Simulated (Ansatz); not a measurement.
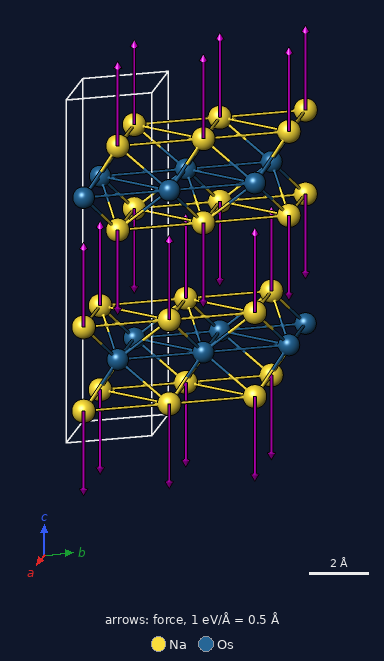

Starting geometry of crystalline Na2Os (built on the 2H molybdenite_194 type) (coarse preliminary run) with the computed forces as purple arrows. The picture is a ball-and-stick view of the cell of the calculation, repeated 2 × 3 × 1 with one cell outlined, seen slightly off an axis.

Case: 2H molybdenite type (P6_3/mmc, No. 194).

Method: Ansatz, DFT PBE, scalar-relativistic, plane waves, PAW. Set-up: plane-wave cutoff 420 eV; k-point mesh 6 × 6 × 2; occupations gaussian; smearing width 0.1 eV; no spin polarisation; cell and atoms relaxed; force threshold 0.04 eV/Å; at most 70 steps.

Is this structure relaxed? If not, where do the atoms go?

It isn't relaxed: the largest force vector, on Na atoms, is 6.07 eV/Å. The atoms end up moving mostly along the starting forces (cosine between the two patterns 1.00). The largest moves relative to the cell, 0.53 Å, are those of Na atoms. Os stays in place. The volume changes by +9.2 %, with a = b 3.125 → 2.773 Å (−11.3 %), c 12.157 → 16.852 Å (+38.6 %). Among the contacts that change: Na–Na 2.978 → 5.195 Å, Na–Os 2.340 → 3.051 Å, Os–Os 3.125 → 2.773 Å, Na–Na 3.125 → 2.773 Å. The space group stays P6_3/mmc (No. 194). The energy falls by 10.454 eV per cell of the calculation in 11 accepted moves (13 points after the start). The largest force component goes from 6.1 to 0.03 eV/Å. Pressure: 36.53 GPa at the start and 0.04 GPa at the end. The SCF was repeated twice at an unchanged geometry on a basis and grid sized afresh for the cell, which shifted the energy by 0.311 eV per cell of the calculation at most. The run took 29 s on 1 thread of Intel(R) Xeon(R) 6975P-C (Granite Rapids), with other jobs on the host, peak memory 0.44 GiB.
